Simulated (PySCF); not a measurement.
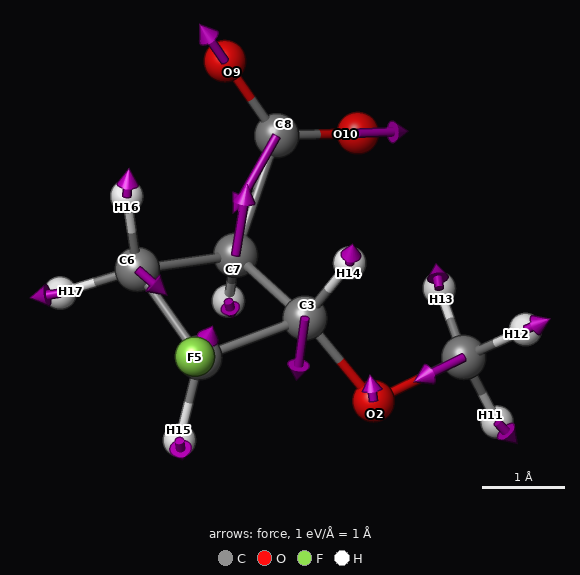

Starting geometry of C6H8FO3 (charge −1) with the computed forces as purple arrows. The picture is a ball-and-stick view, seen at a tilt.

The start comes from GFN2-xTB.

These are results of PBE0-D3(BJ)/def2-SVP geometry optimisation, gas phase in PySCF, not measurements. 

Is this structure relaxed? If not, where do the atoms go?

Answer. It isn't relaxed: the largest force vector, on a C atom, is 1.12 eV/Å. The final displacements have little in common with the starting forces (cosine between the two patterns 0.07). An O atom moves most after the best rigid fit: 0.26 Å. Largest moves by element: O 0.26 Å, F 0.23 Å, H 0.23 Å, C 0.10 Å. Some distances before and after: C–C 1.592 → 1.557 Å, C–O 1.408 → 1.392 Å, C–H 1.099 → 1.111 Å, C–O 1.239 → 1.250 Å. Among the angles between lasting bonds that change: C–C–H 109.5° → 106.9°, C–C–H 111.7° → 109.3°, C–C–H 114.5° → 112.3°. The energy falls by 7.39 kJ/mol in 11 geometry steps. The run took roughly 8 core-minutes on a shared host.

Limits of the set-up: the basis has no diffuse functions, which an anion needs.
